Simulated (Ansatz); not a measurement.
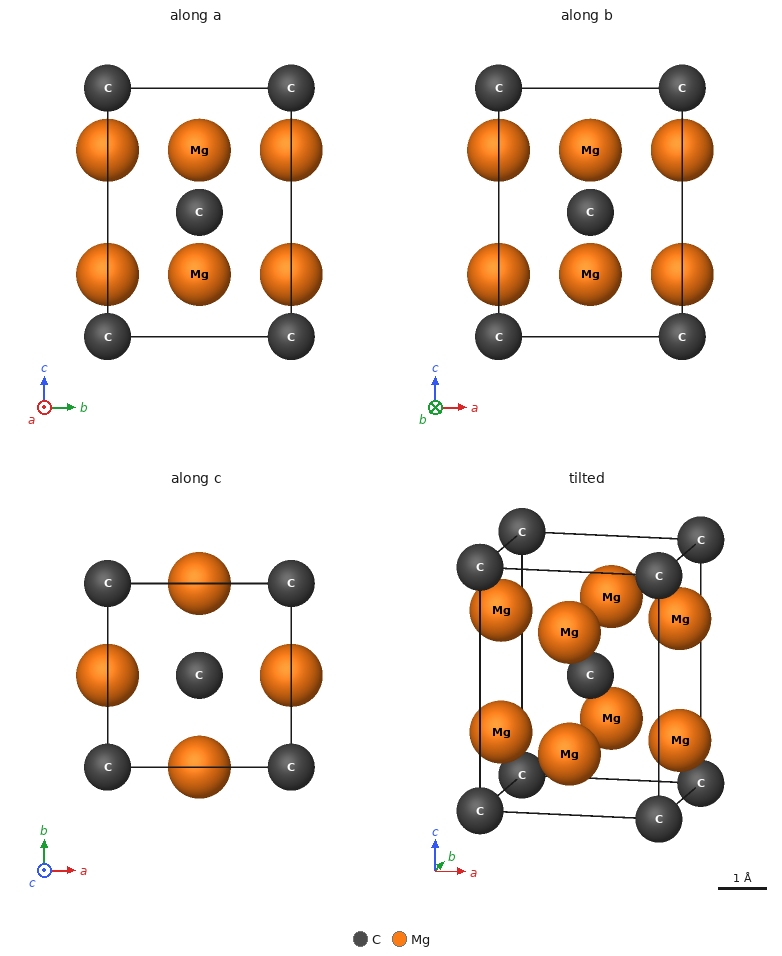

An orthographic spheres-only view of the structure, along the a axis, along the b axis, along the c axis and slightly off an axis. The parallelepiped is the conventional unit cell.

Lattice parameters: a = 3.834 Å, b = 3.834 Å, c = 5.187 Å, α = 90.00°, β = 90.00°, γ = 90.00°.

**Express the structure as a table of Wyckoff sites.**

Space group I4/mmm (No. 139).
```
atom  site       x       y       z
   C    2a  0.0000  0.0000  0.0000
  Mg    4d  0.0000  0.5000  0.7500
```

The model was built from a structure type filled with these elements by a generator (whether the compound takes this form wasn't checked). The cell was then strained or its atoms displaced on purpose. It went into a calculation with Ansatz.

At this level of theory the cell isn't at rest (compressed, at 4 GPa), so its distances can differ from those at equilibrium, the more so the softer the solid.
